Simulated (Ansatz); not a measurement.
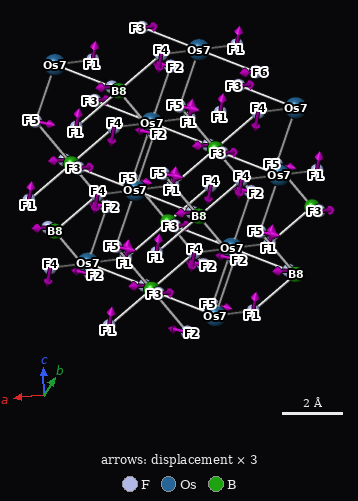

A relaxation of solid BOsF6 (a generated structure, set up in R-3). The starting structure is drawn; purple arrows show the displacements (the part carried along by the change of the cell is left out), 3 times their true length.

Style: ball-and-stick. Shown: the atoms within 5.8 Å of the atom that moves most (axes of the conventional cell (3 times the calculation's cell)), from a free direction. Lengths and directions refer to the drawn axes.

Theory: DFT, PAW plane waves, r2SCAN (Ansatz 0.2.0).

Input file:
```yaml
crystal:
  lattice:
    - [4.97438, 0.0, 0.0]
    - [-2.48719, 4.307945, 0.0]
    - [-2.48719, 1.435982, 4.424716]
  atoms:
    - { symbol: F, position: [0.421, 0.981, 0.249] }
    - { symbol: F, position: [0.019, 0.191, 0.249] }
    - { symbol: F, position: [0.809, 0.579, 0.249] }
    - { symbol: F, position: [0.579, 0.019, 0.751] }
    - { symbol: F, position: [0.981, 0.809, 0.751] }
    - { symbol: F, position: [0.191, 0.421, 0.751] }
    - { symbol: Os, position: [0.5, 0.5, 0.5] }
    - { symbol: B, position: [0.0, 0.0, 0.0] }
  symmetry: { tolerance: 0.0003 }
kpoints:
  mp_grid: { grid: [5, 5, 5], shift: [0, 0, 0] }
magnetization:
  spin_polarized: false
scf:
  occupations: { method: methfessel_paxton, width: 0.0329 }
hamiltonian:
  pseudopotentials: { kind: paw }
  xc: r2scan
basis:
  ecutwfc: 500
output:
  forces: true
  stress: true
  eigenvalues: true
  write_density: true
  write_potential: true
  elf: true
  volumetric_format: npy
relax:
  max_steps: 40
  cell: {}
```

Run as
```bash
ansatz run input.yaml --threads 1 --pin off --max-ram 2560MiB --backend cpu --events-out ev --progress --plain --runs-dir out
```

Atoms of which element are displaced furthest, and by how much?

Answer. Fluorine: up to 0.28 Å, against 0.00 Å for boron.

What happened in the run?

Answer. Over 7 accepted moves (9 points after the start) the energy falls by 681 meV per atom. The largest force component goes from 2.8 to 0.00048 eV/Å. The pressure goes from −33.11 to 0.00 GPa. At 2 points the geometry stayed and the basis and grid were re-selected for the new cell (energy shift of 3.7 meV per atom at most each time). The largest moves relative to the cell, 0.28 Å, are those of F1, F2, F3, F4, F5 and F6. F1 goes in a general direction near [0 3 1]. B and Os stay in place. The drawn cell changes as follows: a = b 4.974 → 4.601 Å (−7.5 %), c 13.274 → 12.501 Å (−5.8 %); the volume changes by −19.4 %. Among the contacts that change: F1–B8 1.899 → 1.612 Å, F1–Os7 2.257 → 2.028 Å. Bond angles that change, for instance: F1–Os7–F2 97.9° → 90.5°, F1–Os7–F5 82.1° → 89.5°. The space group stays R-3 (No. 148).

Limits of the set-up: an odd number of electrons was run without spin polarisation, which fails if the electron would localise.
